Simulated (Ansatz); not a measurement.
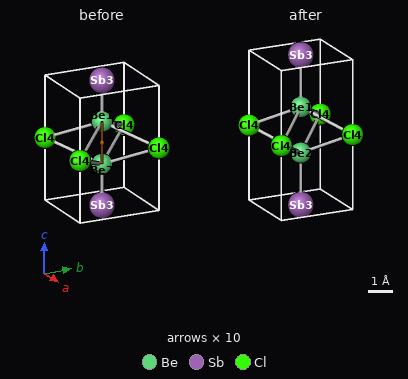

The structure of crystalline Be$_{2}$SbCl (a generated structure, set up in Cmmm) (coarse preliminary run) before (left) and after (right) a relaxation, at one scale. The orange arrows give the displacements (the part carried along by the change of the cell is left out), 10 times their true length.

A ball-and-stick model of the cell of the calculation, seen slightly off an axis.

Level of theory: DFT PBE, scalar-relativistic, plane waves, PAW in Ansatz. Set-up: plane-wave cutoff 420 eV; k-point mesh 4 × 4 × 4; occupations gaussian; smearing width 0.1 eV; no spin polarisation; cell and atoms relaxed; force threshold 0.04 eV/Å; at most 70 steps.

**Describe what moved and what it gained.**

Over 8 accepted moves (10 points after the start) the energy falls by 1018 meV per atom. The largest force component goes from 7.6 to 0.00019 eV/Å. Pressure: 21.01 GPa at the start and −0.01 GPa at the end. The SCF was repeated twice at an unchanged geometry on a basis and grid sized afresh for the cell, which shifted the energy by 2.9 meV per atom at most. The largest moves relative to the cell, 0.11 Å, are those of Be1 and Be2. Be2 goes along +c. Cl and Sb stay in place. The volume changes by −4.2 %, with a = b 3.917 → 3.495 Å (−10.8 %), c 5.546 → 6.650 Å (+19.9 %), γ 98.2° → 96.3°. Among the contacts that change: Be1–Sb3 1.833 → 2.311 Å, Be1–Cl4 3.106 → 2.793 Å, Be1–Cl4 (another image) 2.732 → 2.542 Å, Be1–Be2 1.879 → 2.027 Å. The space group stays Cmmm (No. 65).

Limits of the set-up: the k-point mesh is coarse for a cell with partly filled bands.
